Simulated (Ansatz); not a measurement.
**Two runs on BSiCl2F3**

System: BSiCl2F3, SMILES F[Si](F)(F)B(Cl)Cl.
Method of run A: RKS PBE0-D4/def2-TZVPP (Ansatz 0.2.0).

The geometry comes from this level: PBE0-D4/def2-TZVP. Text and figures count atoms from 1; the logs count them from 0 in places.

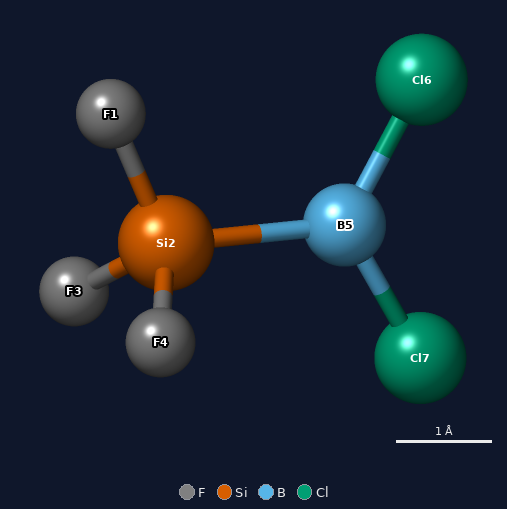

Figure 1. The input geometry (ball-and-stick view, seen at a tilt; atoms are numbered from 1 in the order of the input).

### Input file, run A
```yaml
crystal:
  periodic: [false, false, false]
  atoms:
    - {symbol: F, position_ang: [-0.114009, -1.091379, 1.756702]}
    - {symbol: Si, position_ang: [0.185130, -0.818456, 0.232735]}
    - {symbol: F, position_ang: [-0.671088, -1.842843, -0.609213]}
    - {symbol: F, position_ang: [1.708191, -1.148438, -0.017864]}
    - {symbol: B, position_ang: [-0.232891, 1.072652, -0.304843]}
    - {symbol: Cl, position_ang: [-0.847013, 2.210551, 0.847676]}
    - {symbol: Cl, position_ang: [0.032981, 1.550013, -1.950893]}
basis:
  gaussian: {orbitals: def2-TZVPP}
hamiltonian: {xc: pbe0, dispersion: d4}
output: {orbitals: {seedname: orbitals}}
```

Hardware: 4 CPU threads, shared host.

### Output (run A)
```
Functional definition: PBE0
  parameter a = 0.25
  parameter kappa = 0.804
  parameter beta = 0.06672455060314922
  exchange = (1 - a)*pbe_x(kappa = kappa, mu = beta*pi^2/3) + a*exact_x
  correlation = pbe_c(beta = beta)
1578 factors; their error is unknown
mean field evaluation 1: about -41738.5585 eV, gradient 5.1e1 eV
mean field evaluation 2: about -41735.0416 eV, gradient 7.4e1 eV
mean field evaluation 4: about -41742.1460 eV, gradient 1.7e0 eV
mean field evaluation 8: about -41742.2672 eV, gradient 1.7e-2 eV
mean field -41742.26724492 eV, -1534.0000273260 hartree, gradient 3.0e-5 eV, S^2 0.000000; 0 other end points of the search recorded, 0 dependent functions left out
reference -41742.26727322 eV, -1534.0000283660 hartree; 40, 40 occupied and 210, 210 virtual orbitals, 1578 factors
Total energy: -41742.47606079 eV, -1534.0077011674 hartree
```

The input of run B differs as follows (lines with − go, lines with + come):
```diff
-  gaussian: {orbitals: def2-TZVPP}
+  gaussian: {orbitals: def2-SVP}
```

Predict how the results change.

The total energy of run B is 525.8 kcal/mol higher, which measures the change of basis and not a stability. The HOMO goes from −9.15 to −9.04 eV. The LUMO goes from −2.84 to −2.64 eV. The basis functions go from 250 to 110.

### Output (run B)
```
Functional definition: PBE0
  parameter a = 0.25
  parameter kappa = 0.804
  parameter beta = 0.06672455060314922
  exchange = (1 - a)*pbe_x(kappa = kappa, mu = beta*pi^2/3) + a*exact_x
  correlation = pbe_c(beta = beta)
1008 factors; integrals over basis functions are off by at most 1.1e-3 eV
mean field evaluation 1: about -41716.3013 eV, gradient 4.5e1 eV
mean field evaluation 2: about -41713.5850 eV, gradient 6.3e1 eV
mean field evaluation 4: about -41719.3580 eV, gradient 1.5e0 eV
mean field evaluation 8: about -41719.4659 eV, gradient 4.2e-2 eV
mean field evaluation 16: about -41719.4660 eV, gradient 8.6e-5 eV
mean field -41719.46595097 eV, -1533.1620952284 hartree, gradient 8.6e-5 eV, S^2 0.000000; 0 other end points of the search recorded, 0 dependent functions left out
reference -41719.46597312 eV, -1533.1620960425 hartree; 40, 40 occupied and 70, 70 virtual orbitals, 1008 factors
Total energy: -41719.67476068 eV, -1533.1697688439 hartree
```

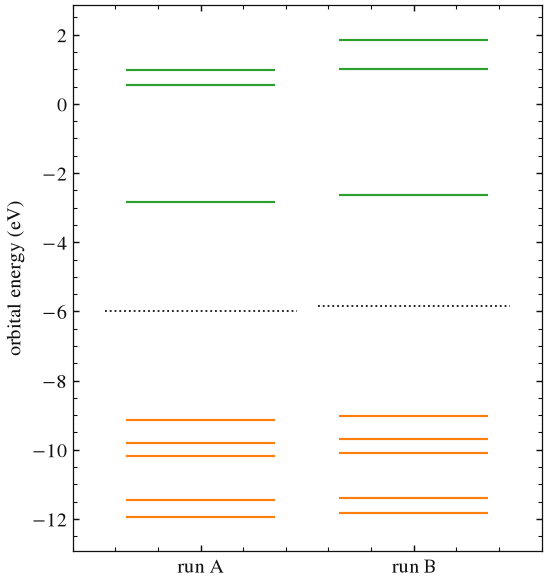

Figure 2. The five highest filled and three lowest empty orbital energies of the two runs; the dotted lines part filled from empty levels. The HOMO–LUMO gap is 6.30 eV in run A and 6.40 eV in run B.

### The two runs side by side

| quantity | run A | run B |
| --- | --- | --- |
| outcome | converged | converged |
| total energy (hartree) | −1534.007701 | −1533.169769 |
| HOMO (eV) | −9.15 | −9.04 |
| LUMO (eV) | −2.84 | −2.64 |
| basis functions | 250 | 110 |
| wall time (shared host) | 5.5 s | 1.9 s |
